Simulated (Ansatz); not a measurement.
Molecular dynamics, with input and output: SnH6O4 (part 3 of 3)

SnH6O4; RKS BLYP-D4/def2-SVP (Ansatz 0.2.0). It belongs to a series of runs on one base structure; here: dynamics from the highest image of the converged band.

Geometry of the input (Å):
```
Sn -0.2174  -0.0241  -0.2057
O  1.0689  0.2198  1.5476
O  0.4169  -1.6091  -1.2645
O  -1.8302  -0.8049  0.7103
O  -1.0578  1.6336  -0.9811
H  1.7493  0.5460  0.5543
H  1.7438  0.8008  -0.4617
H  1.3249  -0.5978  2.0310
H  -0.3407  -2.2318  -1.3123
H  -2.5049  -0.0982  0.7895
H  -0.3531  2.1658  -1.4072
```

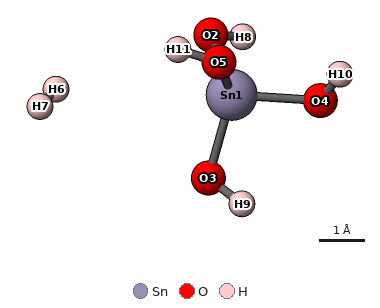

*The geometry at step 100 of the log (ball-and-stick view, seen at a tilt; atoms are numbered from 1 in the order of the input).*

```
Total energy: -14108.31007998 eV, -518.4708324832 hartree
Atom 0 at    -0.336295    -0.105582    -0.037820 Å, force    -0.148357    -0.743049    -1.610910 eV/Å
Atom 1 at     0.996017     0.435898     1.272657 Å, force     0.885878     0.268675     1.365199 eV/Å
Atom 2 at     0.627447    -1.308342    -1.378183 Å, force    -0.186276     0.278130     0.704898 eV/Å
Atom 3 at    -2.098488    -0.954793     0.421206 Å, force     0.016174     0.046684     0.146225 eV/Å
Atom 4 at    -0.552089     1.618261    -1.027091 Å, force    -0.139691     0.324013     0.014350 eV/Å
Atom 5 at     5.838821     2.001559    -3.897637 Å, force    -0.126240     0.087183    -0.250881 eV/Å
Atom 6 at     5.507740     2.232910    -4.559648 Å, force     0.125813    -0.087221     0.251120 eV/Å
Atom 7 at     0.794390     0.373532     2.235217 Å, force    -0.062722    -0.115921    -0.440037 eV/Å
Atom 8 at    -0.036399    -1.892342    -1.791802 Å, force    -0.141523    -0.125050    -0.088026 eV/Å
Atom 9 at    -2.694662    -0.235058     0.719222 Å, force    -0.099681    -0.021997    -0.007372 eV/Å
Atom 10 at     0.264072     2.116834    -0.797082 Å, force    -0.123374     0.088553    -0.084566 eV/Å
Dipole moment:    -0.291669     0.085205     0.522572 e Å
```

Trajectory as extended XYZ (Å, eV, eV/Å), 19 of the 201 frames kept, from step=0 to step=200:
```
11
Properties=species:S:1:pos:R:3:forces:R:3 step=0 time_fs=0.0 energy=-14107.60427 temperature=100.0
Sn   -0.2174   -0.0241   -0.2057    0.0041  -0.0031  -0.0012
O     1.0689    0.2198    1.5476    0.0081   0.0041  -0.0105
O     0.4169   -1.6091   -1.2645    0.0001  -0.0010   0.0000
O    -1.8302   -0.8049    0.7103    0.0016   0.0024  -0.0016
O    -1.0578    1.6336   -0.9811   -0.0022   0.0014   0.0016
H     1.7493    0.5460    0.5543   -0.0083  -0.0072   0.0098
H     1.7438    0.8008   -0.4617   -0.0024   0.0035   0.0017
H     1.3249   -0.5978    2.0310   -0.0003   0.0019   0.0006
H    -0.3407   -2.2318   -1.3123   -0.0019  -0.0014  -0.0001
H    -2.5049   -0.0982    0.7895   -0.0010  -0.0017   0.0008
H    -0.3531    2.1658   -1.4072    0.0020   0.0011  -0.0011
11
Properties=species:S:1:pos:R:3:forces:R:3 step=11 time_fs=5.5 energy=-14107.57553 temperature=75.4
Sn   -0.2151   -0.0278   -0.2077   -0.2394   0.5428  -0.0036
O     1.0601    0.2415    1.5431    0.1607  -0.6333   0.2465
O     0.4144   -1.6114   -1.2509    0.1648  -0.0541  -0.0894
O    -1.8337   -0.8112    0.7145    0.2291  -0.1282  -0.0914
O    -1.0584    1.6536   -0.9713    0.2180  -0.0812   0.0169
H     1.7727    0.5058    0.5516   -0.0494   0.1401  -0.1568
H     1.8116    0.7380   -0.4764   -0.1115  -0.0567   0.0812
H     1.2939   -0.6365    1.9521   -0.1155   0.4806  -0.0947
H    -0.3603   -2.1988   -1.3587   -0.1315  -0.1378  -0.0106
H    -2.5456   -0.1451    0.7749   -0.0270   0.1659  -0.0231
H    -0.3725    2.2317   -1.3806   -0.0984  -0.2382   0.1249
11
Properties=species:S:1:pos:R:3:forces:R:3 step=22 time_fs=11.0 energy=-14107.55299 temperature=56.2
Sn   -0.2135   -0.0302   -0.2097   -0.5769   0.6911   0.3403
O     1.0521    0.2572    1.5404   -0.4310   0.3334  -0.1533
O     0.4130   -1.6162   -1.2392   -0.1989  -0.4298  -0.2815
O    -1.8346   -0.8185    0.7171   -0.0079   0.1414  -0.1537
O    -1.0571    1.6703   -0.9598   -0.0683  -0.6237   0.3201
H     1.7874    0.5027    0.5018    0.1448   0.1501  -0.3537
H     1.8536    0.6640   -0.4736    0.0466   0.0989  -0.1071
H     1.2549   -0.6240    1.8900    0.1710  -0.6005   0.4707
H    -0.3854   -2.1784   -1.4040    0.2993   0.1780   0.0950
H    -2.5726   -0.1669    0.7518    0.2845  -0.0677  -0.0432
H    -0.3853    2.2616   -1.3411    0.3368   0.1287  -0.1336
11
Properties=species:S:1:pos:R:3:forces:R:3 step=33 time_fs=16.5 energy=-14107.64310 temperature=133.7
Sn   -0.2133   -0.0311   -0.2106   -0.7288   0.3555   1.1852
O     1.0383    0.2702    1.5381   -0.5242  -0.9321   0.0608
O     0.4117   -1.6258   -1.2316    0.4805   0.1120  -0.1938
O    -1.8332   -0.8253    0.7168    0.3099  -0.1099  -0.2714
O    -1.0535    1.6790   -0.9447    0.6164  -0.2244  -0.0066
H     1.8445    0.5390    0.3651    0.3449   0.0602  -0.3284
H     1.9170    0.6230   -0.5182    0.3469   0.3060  -0.4486
H     1.2288   -0.6425    1.9017   -0.1905   0.6872  -0.0891
H    -0.3839   -2.1496   -1.4347   -0.3079  -0.2193  -0.0376
H    -2.5594   -0.1751    0.7198   -0.1365   0.2139   0.0135
H    -0.3581    2.2804   -1.3083   -0.2107  -0.2491   0.1160
11
Properties=species:S:1:pos:R:3:forces:R:3 step=44 time_fs=22.0 energy=-14107.95732 temperature=403.4
Sn   -0.2148   -0.0311   -0.2087   -0.4535  -0.0984   2.0169
O     1.0136    0.2747    1.5328   -0.7314   0.3012  -1.0503
O     0.4150   -1.6362   -1.2288    0.0147  -0.0401  -0.3669
O    -1.8290   -0.8318    0.7116   -0.1530   0.2088  -0.3340
O    -1.0419    1.6810   -0.9282    0.3886  -0.4419   0.0530
H     1.9980    0.5972    0.1190    0.3302   0.0715  -0.0640
H     2.0718    0.6622   -0.6652    0.3409   0.2394  -0.5155
H     1.1740   -0.5953    1.9394   -0.1085  -0.3961   0.1843
H    -0.4040   -2.1391   -1.4588    0.2142   0.1290   0.0920
H    -2.5455   -0.1580    0.6917    0.0767  -0.1226   0.0764
H    -0.3417    2.2725   -1.2686    0.0811   0.1492  -0.0918
11
Properties=species:S:1:pos:R:3:forces:R:3 step=56 time_fs=28.0 energy=-14108.24720 temperature=652.7
Sn   -0.2175   -0.0314   -0.2012    0.0889  -0.4484   1.8986
O     0.9737    0.2797    1.5090   -0.2922   0.3248  -1.1685
O     0.4219   -1.6460   -1.2320    0.0406   0.2573  -0.2367
O    -1.8258   -0.8364    0.6992   -0.3180   0.1401  -0.2810
O    -1.0197    1.6761   -0.9101    0.2607  -0.2111  -0.0738
H     2.2610    0.6805   -0.1788    0.1521   0.1278  -0.7565
H     2.3407    0.7785   -0.9714   -0.0032  -0.0431   0.6560
H     1.0656   -0.5698    1.9858   -0.1442  -0.1945  -0.0861
H    -0.4087   -2.1194   -1.4709    0.1100   0.0272   0.0364
H    -2.5321   -0.1530    0.6849    0.0052  -0.1288   0.0966
H    -0.3269    2.2815   -1.2387    0.1000   0.1487  -0.0850
11
Properties=species:S:1:pos:R:3:forces:R:3 step=67 time_fs=33.5 energy=-14108.36142 temperature=750.8
Sn   -0.2200   -0.0327   -0.1895    0.0900  -0.6874   1.0961
O     0.9318    0.2874    1.4673    0.1568  -0.3143  -0.2740
O     0.4303   -1.6495   -1.2391    0.2605   0.6152  -0.0010
O    -1.8278   -0.8392    0.6825   -0.2524  -0.2328  -0.1574
O    -0.9925    1.6692   -0.8958    0.4039   0.3870  -0.3713
H     2.5382    0.7745   -0.5020   -0.0240  -0.0399   0.4019
H     2.6115    0.8990   -1.2459    0.0125   0.0492  -0.3629
H     0.9151   -0.5616    1.9879   -0.0395   0.5210  -0.4240
H    -0.4006   -2.1056   -1.4772   -0.2028  -0.1718  -0.0818
H    -2.5352   -0.1685    0.7060   -0.2042   0.1193   0.0661
H    -0.3132    2.3072   -1.2220   -0.2007  -0.2455   0.1083
11
Properties=species:S:1:pos:R:3:forces:R:3 step=78 time_fs=39.0 energy=-14108.33522 temperature=728.4
Sn   -0.2223   -0.0357   -0.1753   -0.4708  -0.8036  -0.2965
O     0.8929    0.2959    1.4172    0.8408   0.7380  -0.0042
O     0.4404   -1.6438   -1.2472   -0.3386   0.3902  -0.0489
O    -1.8365   -0.8442    0.6632   -0.6900  -0.0888   0.0164
O    -0.9610    1.6662   -0.8866   -0.2518   0.0650  -0.2176
H     2.8182    0.8737   -0.8012   -0.0481  -0.0967   0.5823
H     2.8790    1.0185   -1.5361    0.0012   0.0879  -0.5261
H     0.7573   -0.5081    1.9377    0.0573  -0.5086   0.5627
H    -0.3999   -2.1110   -1.4911    0.3443   0.1614   0.0785
H    -2.5604   -0.1819    0.7443    0.2116  -0.1424  -0.0245
H    -0.3065    2.3113   -1.1994    0.3441   0.1974  -0.1220
11
Properties=species:S:1:pos:R:3:forces:R:3 step=89 time_fs=44.5 energy=-14108.23764 temperature=644.8
Sn   -0.2258   -0.0408   -0.1618   -1.2359  -0.9810  -1.6031
O     0.8682    0.3095    1.3732    1.2545  -0.2620   1.9192
O     0.4484   -1.6287   -1.2551    0.2433   0.7151   0.1789
O    -1.8549   -0.8529    0.6436   -0.3210  -0.4308   0.0353
O    -0.9305    1.6677   -0.8831    0.0776   0.5297  -0.4617
H     3.0962    0.9710   -1.0685    0.0302   0.1663  -0.7320
H     3.1357    1.1378   -1.8422   -0.0729  -0.1753   0.7729
H     0.6349   -0.4664    1.9553    0.4106   0.6299  -0.0740
H    -0.3654   -2.1073   -1.5023   -0.2562  -0.1500  -0.1000
H    -2.5661   -0.2008    0.7813   -0.0772   0.1814  -0.0135
H    -0.2567    2.3170   -1.1851   -0.0530  -0.2233   0.0779
11
Properties=species:S:1:pos:R:3:forces:R:3 step=100 time_fs=50.0 energy=-14108.26822 temperature=670.6
Sn   -0.2323   -0.0482   -0.1519   -1.6018  -0.9897  -1.7215
O     0.8674    0.3245    1.3579    1.6234   0.5038   1.7291
O     0.4573   -1.6030   -1.2610   -0.0761   0.3219  -0.0124
O    -1.8809   -0.8676    0.6250   -0.3233  -0.2015   0.0461
O    -0.9005    1.6765   -0.8869    0.0383   0.3015  -0.3735
H     3.3742    1.0759   -1.3601   -0.0066   0.0333  -0.1365
H     3.3802    1.2469   -2.1125   -0.0229  -0.0396   0.1603
H     0.5981   -0.3399    2.0229    0.1622  -0.0341   0.3013
H    -0.3464   -2.1107   -1.5231    0.1278   0.1329   0.0413
H    -2.5671   -0.1937    0.8089    0.0557   0.0363  -0.0499
H    -0.1897    2.2920   -1.1634    0.0233  -0.0646   0.0157
11
Properties=species:S:1:pos:R:3:forces:R:3 step=111 time_fs=55.5 energy=-14108.37126 temperature=759.5
Sn   -0.2426   -0.0579   -0.1460   -1.2641  -0.6254  -0.5301
O     0.8943    0.3467    1.3747    1.1339   0.4777   0.8879
O     0.4667   -1.5704   -1.2667    0.1014   0.1399  -0.1276
O    -1.9125   -0.8860    0.6070   -0.2192   0.1023   0.0003
O    -0.8699    1.6903   -0.8972   -0.0235  -0.0902  -0.2052
H     3.6484    1.1822   -1.6531    0.0304  -0.2143   0.9047
H     3.6201    1.3526   -2.3743   -0.0475   0.2106  -0.8921
H     0.6185   -0.1977    2.1372   -0.0242  -0.1318   0.0716
H    -0.3182   -2.0956   -1.5423    0.0529   0.0897   0.0190
H    -2.5553   -0.1741    0.8241    0.0913  -0.1223  -0.0615
H    -0.1123    2.2546   -1.1401    0.1688   0.1637  -0.0669
11
Properties=species:S:1:pos:R:3:forces:R:3 step=122 time_fs=61.0 energy=-14108.42280 temperature=803.6
Sn   -0.2559   -0.0691   -0.1414   -0.6430   0.0214   0.8395
O     0.9410    0.3755    1.4090    0.1696  -0.0815   0.3857
O     0.4787   -1.5346   -1.2744    0.4588   0.0992  -0.1689
O    -1.9468   -0.9040    0.5886    0.2338   0.0089  -0.1685
O    -0.8374    1.7045   -0.9122    0.5454  -0.0072  -0.2241
H     3.9226    1.2804   -1.9121   -0.0390   0.0956  -0.3956
H     3.8548    1.4655   -2.6662    0.0293  -0.0976   0.4024
H     0.6424   -0.0658    2.2477    0.0409   0.1297  -0.6936
H    -0.2886   -2.0649   -1.5613   -0.2105  -0.1480  -0.1077
H    -2.5398   -0.1671    0.8286   -0.2323   0.1116   0.0631
H    -0.0260    2.2313   -1.1218   -0.3529  -0.1321   0.0677
11
Properties=species:S:1:pos:R:3:forces:R:3 step=133 time_fs=66.5 energy=-14108.38541 temperature=771.7
Sn   -0.2709   -0.0803   -0.1349   -0.0916   0.7101   1.5819
O     0.9931    0.4065    1.4441   -0.0941   0.1368  -1.5476
O     0.4961   -1.4991   -1.2862   -0.0292  -0.4292  -0.4520
O    -1.9789   -0.9195    0.5681    0.0792   0.4524  -0.0606
O    -0.7990    1.7159   -0.9301   -0.0639  -0.6159   0.0374
H     4.1964    1.3813   -2.1856   -0.0958   0.1636  -0.6446
H     4.0870    1.5750   -2.9416    0.0904  -0.1647   0.6485
H     0.6449    0.0464    2.2697   -0.4079  -0.4119   0.4816
H    -0.2723   -2.0432   -1.5932    0.3223   0.1792   0.0785
H    -2.5568   -0.1661    0.8375    0.0443  -0.2614  -0.0606
H     0.0226    2.2116   -1.1006    0.2463   0.2408  -0.0625
11
Properties=species:S:1:pos:R:3:forces:R:3 step=144 time_fs=72.0 energy=-14108.33876 temperature=731.5
Sn   -0.2860   -0.0898   -0.1246    0.3872   1.1062   1.6118
O     1.0400    0.4360    1.4608   -1.1674  -0.6448  -0.6950
O     0.5165   -1.4683   -1.3044    0.4112  -0.0238  -0.1403
O    -2.0078   -0.9294    0.5456    0.3583   0.1266  -0.1458
O    -0.7580    1.7187   -0.9483    0.2485  -0.4346   0.0111
H     4.4645    1.4884   -2.4837    0.1395  -0.1916   0.7098
H     4.3233    1.6780   -3.1913   -0.1426   0.1910  -0.7076
H     0.5931    0.1038    2.2879    0.2607   0.1417  -0.5763
H    -0.2239   -2.0140   -1.6276   -0.1994  -0.2303  -0.1557
H    -2.5899   -0.2011    0.8426   -0.1300   0.0664   0.0254
H     0.0799    2.2204   -1.0836   -0.1660  -0.1068   0.0626
11
Properties=species:S:1:pos:R:3:forces:R:3 step=156 time_fs=78.0 energy=-14108.30846 temperature=705.3
Sn   -0.3015   -0.0971   -0.1090    0.8205   1.1370   1.1363
O     1.0712    0.4579    1.4571   -1.3017  -0.6717  -1.2057
O     0.5433   -1.4380   -1.3288    0.0152  -0.0632  -0.0281
O    -2.0335   -0.9360    0.5189    0.2939   0.0331  -0.0795
O    -0.7107    1.7113   -0.9676    0.1018  -0.4180   0.0493
H     4.7594    1.5989   -2.7858    0.1432  -0.1589   0.5591
H     4.5776    1.7965   -3.4860   -0.1452   0.1586  -0.5578
H     0.5565    0.1656    2.2452    0.1924   0.0342   0.0475
H    -0.1741   -2.0067   -1.6849    0.0356   0.0126   0.0087
H    -2.6441   -0.2432    0.8440   -0.0157   0.1038  -0.0150
H     0.1292    2.2204   -1.0501   -0.1400  -0.1674   0.0852
11
Properties=species:S:1:pos:R:3:forces:R:3 step=167 time_fs=83.5 energy=-14108.31854 temperature=714.2
Sn   -0.3136   -0.1009   -0.0917    1.0438   0.8330   0.5630
O     1.0761    0.4659    1.4302   -1.0441  -0.5609  -1.3979
O     0.5684   -1.4112   -1.3515   -0.2241   0.0226   0.1662
O    -2.0524   -0.9404    0.4933    0.0160   0.1254   0.0772
O    -0.6677    1.6952   -0.9841   -0.4032  -0.5809   0.0753
H     5.0351    1.6949   -3.0465   -0.2237   0.2067  -0.6991
H     4.8049    1.9103   -3.7719    0.2223  -0.2069   0.7000
H     0.5703    0.2242    2.2285   -0.0116  -0.0709   0.4515
H    -0.1215   -2.0003   -1.7378    0.1093   0.1686   0.1331
H    -2.6864   -0.2677    0.8343    0.2227  -0.0554  -0.1265
H     0.1686    2.1951   -1.0000    0.2926   0.1188   0.0572
11
Properties=species:S:1:pos:R:3:forces:R:3 step=178 time_fs=89.0 energy=-14108.37735 temperature=764.5
Sn   -0.3232   -0.1028   -0.0731    0.9943   0.3048  -0.0153
O     1.0596    0.4625    1.3829   -1.1073  -0.5923   0.0307
O     0.5915   -1.3824   -1.3701    0.0627   0.5171   0.6424
O    -2.0691   -0.9443    0.4681    0.2432  -0.2249  -0.0355
O    -0.6278    1.6711   -0.9993    0.2050  -0.0018   0.0728
H     5.3024    1.7986   -3.3349   -0.0868   0.0701  -0.2263
H     5.0400    2.0164   -4.0300    0.0859  -0.0703   0.2268
H     0.6237    0.2844    2.2648    0.3876   0.0972  -0.6590
H    -0.0694   -1.9736   -1.7710   -0.3178  -0.1695  -0.0820
H    -2.6961   -0.2778    0.8046   -0.1038   0.2542   0.0464
H     0.2276    2.1659   -0.9318   -0.3629  -0.1846  -0.0010
11
Properties=species:S:1:pos:R:3:forces:R:3 step=189 time_fs=94.5 energy=-14108.37923 temperature=766.5
Sn   -0.3304   -0.1039   -0.0545    0.5880  -0.2590  -0.7342
O     1.0274    0.4501    1.3284    0.1898  -0.0526  -0.6228
O     0.6124   -1.3474   -1.3793   -0.5001   0.0721   0.4606
O    -2.0836   -0.9499    0.4434   -0.1132   0.1270   0.1773
O    -0.5884    1.6445   -1.0135   -0.3186  -0.0810   0.0085
H     5.5644    1.9050   -3.6307    0.3605  -0.2739   0.8265
H     5.2802    2.1198   -4.2804   -0.3612   0.2739  -0.8261
H     0.7259    0.3462    2.2395   -0.2890  -0.1794   0.5950
H    -0.0543   -1.9475   -1.7953    0.1836   0.2671   0.2147
H    -2.7003   -0.2538    0.7690    0.1236  -0.1158  -0.0942
H     0.2488    2.1242   -0.8594    0.1364   0.2217  -0.0053
11
Properties=species:S:1:pos:R:3:forces:R:3 step=200 time_fs=100.0 energy=-14108.30961 temperature=706.2
Sn   -0.3363   -0.1056   -0.0378   -0.1484  -0.7430  -1.6109
O     0.9960    0.4359    1.2727    0.8859   0.2687   1.3652
O     0.6274   -1.3083   -1.3782   -0.1863   0.2781   0.7049
O    -2.0985   -0.9548    0.4212    0.0162   0.0467   0.1462
O    -0.5521    1.6183   -1.0271   -0.1397   0.3240   0.0144
H     5.8388    2.0016   -3.8976   -0.1262   0.0872  -0.2509
H     5.5077    2.2329   -4.5596    0.1258  -0.0872   0.2511
H     0.7944    0.3735    2.2352   -0.0627  -0.1159  -0.4400
H    -0.0364   -1.8923   -1.7918   -0.1415  -0.1250  -0.0880
H    -2.6947   -0.2351    0.7192   -0.0997  -0.0220  -0.0074
H     0.2641    2.1168   -0.7971   -0.1234   0.0886  -0.0846
```
